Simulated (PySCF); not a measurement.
# SiH3OF (SMILES O[SiH2]F) at CCSD(T)/aug-cc-pVDZ

What is the energy change on altering one bond length of SiH3OF at CCSD(T)/aug-cc-pVDZ? Input form: a Python script.

The results are computed with PySCF 2.14.0.

1 further run of the same task is left out (set aside as unsound or not needed).

### 1 Starting point

SiH3OF has 6 atoms, charge 0, and is taken as a singlet. SMILES: `O[SiH2]F`. Geometry: relaxed at PBE0-D4/def2-TZVP. This is one conformer, not always the lowest.

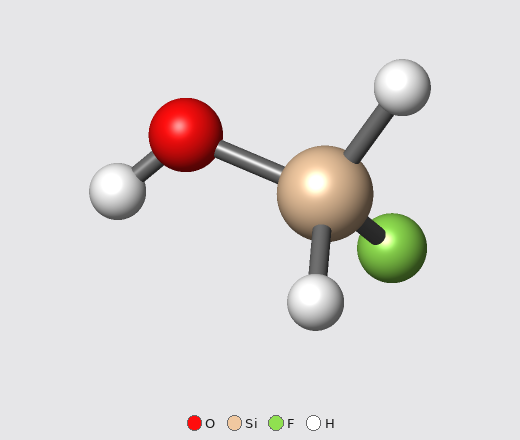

The structure, seen from a chosen angle (oxygen red, silicon light orange, fluorine green, hydrogen white).

### 2 The energy at CCSD(T)/aug-cc-pVDZ

Input file mol.xyz:

```xyz
6

O     -0.853500    -0.209200    -0.924100
Si     0.378300    -0.009300     0.123900
F      0.180800    -0.922800     1.417800
H     -1.714200     0.150200    -0.705600
H      1.595600    -0.458500    -0.575800
H      0.455100     1.385600     0.617600
```

Input file calc.py:

```python
from pyscf import gto, cc

mol = gto.M(
    atom='mol.xyz',
    max_memory=1860,
    charge=0,
    spin=0,
    basis='aug-cc-pvdz',
    verbose=4,
)

mf = mol.RHF()
mf.conv_tol = 1e-10
mf.kernel()
if not mf.converged:
    mf = mf.newton().run(mf.mo_coeff, mf.mo_occ)

mycc = cc.CCSD(mf, frozen=7)
mycc.kernel()
e_t = mycc.ccsd_t()
e_final = mycc.e_tot + e_t
print('E(%s) = %.9f' % ('CCSD(T)', e_final))
```

Launch:

```sh
$ OMP_NUM_THREADS=1 python calc.py
```

Log:

```text
PySCF version 2.14.0

[INPUT] num. atoms = 6
[INPUT] num. electrons = 34
[INPUT] charge = 0
[INPUT] spin (= nelec alpha-beta = 2S) = 0
[INPUT] symmetry False subgroup None
[INPUT] Mole.unit = angstrom
[INPUT] Symbol           X                Y                Z      unit          X                Y                Z       unit  Magmom
[INPUT]  1 O     -0.853500000000  -0.209200000000  -0.924100000000 AA   -1.612881247316  -0.395330705259  -1.746295911711 Bohr   0.0
[INPUT]  2 Si     0.378300000000  -0.009300000000   0.123900000000 AA    0.714883392923  -0.017574452958   0.234137066834 Bohr   0.0
[INPUT]  3 F      0.180800000000  -0.922800000000   1.417800000000 AA    0.341662483321  -1.743839267749   2.679253699408 Bohr   0.0
[INPUT]  4 H     -1.714200000000   0.150200000000  -0.705600000000 AA   -3.239368522729   0.283836863910  -1.333390753493 Bohr   0.0
[INPUT]  5 H      1.595600000000  -0.458500000000  -0.575800000000 AA    3.015247004356  -0.866439428113  -1.088104302525 Bohr   0.0
[INPUT]  6 H      0.455100000000   1.385600000000   0.617600000000 AA    0.860014359290   2.618404518197   1.167094854531 Bohr   0.0

nuclear repulsion = 119.528429861324
number of shells = 39
number of NR pGTOs = 153
number of NR cGTOs = 100
basis = aug-cc-pvdz
ecp = {}

******** <class 'pyscf.scf.hf.RHF'> ********
method = RHF
initial guess = minao
damping factor = 0
level_shift factor = 0
DIIS = <class 'pyscf.scf.diis.CDIIS'>
diis_start_cycle = 1
diis_space = 8
diis_damp = 0
SCF conv_tol = 1e-10
SCF conv_tol_grad = None
SCF max_cycles = 50
direct_scf = True
direct_scf_tol = 1e-13
Set gradient conv threshold to 1e-05
Initial guess from minao.
init E= -465.092093734553
  HOMO = -0.373910473103372  LUMO = 0.0206843385564213  gap/eV = 10.73747
cycle= 1 E= -465.031394633181  delta_E= 0.0607  |g|= 0.606  |ddm|= 2.43
  HOMO = -0.466279756880748  LUMO = 0.0311320411806113  gap/eV = 13.53526
cycle= 2 E= -465.08642390445  delta_E= -0.055  |g|= 0.35  |ddm|= 0.709
  HOMO = -0.484337566351761  LUMO = 0.0329220328942021  gap/eV = 14.07535
cycle= 3 E= -465.10728588819  delta_E= -0.0209  |g|= 0.0414  |ddm|= 0.24
  HOMO = -0.477272208452415  LUMO = 0.0343518004788299  gap/eV = 13.92200
cycle= 4 E= -465.107790493742  delta_E= -0.000505  |g|= 0.00712  |ddm|= 0.0854
  HOMO = -0.478416855739305  LUMO = 0.034265658724264  gap/eV = 13.95080
cycle= 5 E= -465.107810488417  delta_E= -2e-05  |g|= 0.00195  |ddm|= 0.0212
  HOMO = -0.478462311135688  LUMO = 0.0342746776969118  gap/eV = 13.95228
cycle= 6 E= -465.107811587799  delta_E= -1.1e-06  |g|= 0.000817  |ddm|= 0.00369
  HOMO = -0.478507406135999  LUMO = 0.0342792396546292  gap/eV = 13.95364
cycle= 7 E= -465.107811789589  delta_E= -2.02e-07  |g|= 0.000161  |ddm|= 0.0014
  HOMO = -0.47850759850021  LUMO = 0.0342836515746558  gap/eV = 13.95376
cycle= 8 E= -465.107811805226  delta_E= -1.56e-08  |g|= 3.43e-05  |ddm|= 0.000382
  HOMO = -0.478503218185567  LUMO = 0.0342842240909276  gap/eV = 13.95366
cycle= 9 E= -465.107811805992  delta_E= -7.67e-10  |g|= 7.16e-06  |ddm|= 9.28e-05
  HOMO = -0.478503540247223  LUMO = 0.034284415433139  gap/eV = 13.95367
cycle= 10 E= -465.107811806023  delta_E= -3.07e-11  |g|= 1.69e-06  |ddm|= 1.76e-05
  HOMO = -0.478503492068454  LUMO = 0.0342843621855673  gap/eV = 13.95367
Extra cycle  E= -465.107811806026  delta_E= -2.73e-12  |g|= 7.43e-07  |ddm|= 3.61e-06
converged SCF energy = -465.107811806026

******** <class 'pyscf.cc.ccsd.CCSD'> ********
CC2 = 0
CCSD nocc = 10, nmo = 93
frozen orbitals 7
max_cycle = 50
direct = 0
conv_tol = 1e-07
conv_tol_normt = 1e-05
diis_space = 6
diis_start_cycle = 0
diis_start_energy_diff = 1e+09
Init t2, MP2 energy = -465.62001417499  E_corr(MP2) -0.512202368964344
Init E_corr(CCSD) = -0.512202368964587
cycle = 1  E_corr(CCSD) = -0.517970459987667  dE = -0.00576809102  norm(t1,t2) = 0.0609073
cycle = 2  E_corr(CCSD) = -0.53107219139849  dE = -0.0131017314  norm(t1,t2) = 0.0171796
cycle = 3  E_corr(CCSD) = -0.531509192775079  dE = -0.000437001377  norm(t1,t2) = 0.00945471
cycle = 4  E_corr(CCSD) = -0.53342454013339  dE = -0.00191534736  norm(t1,t2) = 0.00339888
cycle = 5  E_corr(CCSD) = -0.533420075723567  dE = 4.46440982e-06  norm(t1,t2) = 0.000760988
cycle = 6  E_corr(CCSD) = -0.533355036901577  dE = 6.5038822e-05  norm(t1,t2) = 0.000298065
cycle = 7  E_corr(CCSD) = -0.533351030942129  dE = 4.00595945e-06  norm(t1,t2) = 7.83733e-05
cycle = 8  E_corr(CCSD) = -0.533353728949606  dE = -2.69800748e-06  norm(t1,t2) = 2.99448e-05
cycle = 9  E_corr(CCSD) = -0.533355081270562  dE = -1.35232096e-06  norm(t1,t2) = 1.25376e-05
cycle = 10  E_corr(CCSD) = -0.533354880351136  dE = 2.00919426e-07  norm(t1,t2) = 3.34903e-06
cycle = 11  E_corr(CCSD) = -0.533354850381861  dE = 2.99692747e-08  norm(t1,t2) = 1.33776e-06
CCSD converged
E(CCSD) = -465.6411666564075  E_corr = -0.5333548503818611
CCSD(T) correction = -0.0129004437077838
E(CCSD(T)) = -465.654067100
```

Run time: 40 s. Hardware: 1 thread of Arm Neoverse V2, shared host; peak memory 0.62 GiB.

### 3 The distorted shape at the same level

Input file start.xyz:

```xyz
6
FH3OSi
O     -1.038240    -0.239180    -1.081274
Si     0.378300    -0.009300     0.123900
F      0.180800    -0.922800     1.417800
H     -1.898940     0.120220    -0.862774
H      1.595600    -0.458500    -0.575800
H      0.455100     1.385600     0.617600
```

Input file job.py:

```python
from pyscf import gto, cc

molecule = gto.M(
    atom='start.xyz',
    max_memory=1860,
    verbose=3,
    basis='aug-cc-pvdz',
    spin=0,
)

myscf = molecule.RHF()
myscf.conv_tol = 1e-10
myscf.kernel()
if not myscf.converged:
    myscf = myscf.newton().run(myscf.mo_coeff, myscf.mo_occ)

mycc = cc.CCSD(myscf, frozen=7)
mycc.kernel()
e_t = mycc.ccsd_t()
energy = mycc.e_tot + e_t
print('E = %.10f Eh' % energy)
```

Launch:

```sh
$ OMP_NUM_THREADS=1 python job.py
```

Log:

```text
converged SCF energy = -465.086860533343
E(CCSD) = -465.6272251257139  E_corr = -0.5403645923712872
CCSD(T) correction = -0.0140480921968434
E = -465.6412732179 Eh
```

Run time: 40 s. Hardware: 1 thread of Arm Neoverse V2, shared host; peak memory 0.62 GiB.

### 4 Outcome

Level: CCSD(T)/aug-cc-pVDZ, 7 core orbitals frozen.

```
                                                          quantity          value
                                         first shape: total energy  -465.65407 Eh
                 first shape: dipole moment (Hartree–Fock density)         1.72 D
                  first shape: HOMO energy (Hartree–Fock orbitals)      -13.02 eV
                  first shape: LUMO energy (Hartree–Fock orbitals)        0.93 eV
                first shape: HOMO–LUMO gap (Hartree–Fock orbitals)       13.95 eV
          first shape: correlation energy (7 core orbitals frozen)     -546.3 mEh
                                       first shape: (T) correction     -12.90 mEh
                                        first shape: T1 diagnostic          0.013
                                     distorted shape: total energy  -465.64127 Eh
             distorted shape: dipole moment (Hartree–Fock density)         1.72 D
              distorted shape: HOMO energy (Hartree–Fock orbitals)      -13.25 eV
              distorted shape: LUMO energy (Hartree–Fock orbitals)        1.01 eV
            distorted shape: HOMO–LUMO gap (Hartree–Fock orbitals)       14.25 eV
      distorted shape: correlation energy (7 core orbitals frozen)     -554.4 mEh
                                   distorted shape: (T) correction     -14.05 mEh
                                    distorted shape: T1 diagnostic          0.015
energy change with the O1–Si2 bond stretched from 1.630 to 1.874 Å       0.348 eV
```

**Reading.** With the O1–Si2 bond stretched from 1.630 to 1.874 Å the energy rises by 0.35 eV (8.0 kcal/mol). The first shape isn't relaxed at this level, so the change isn't measured from a minimum. The triples (first shape) make up 2.4 % of the correlation energy. Mulliken charges (distorted shape) of the mean-field density run from -0.78 on O1 to +1.50 on Si2; in a basis this large or diffuse they mean little. The triples (distorted shape) make up 2.5 % of the correlation energy.
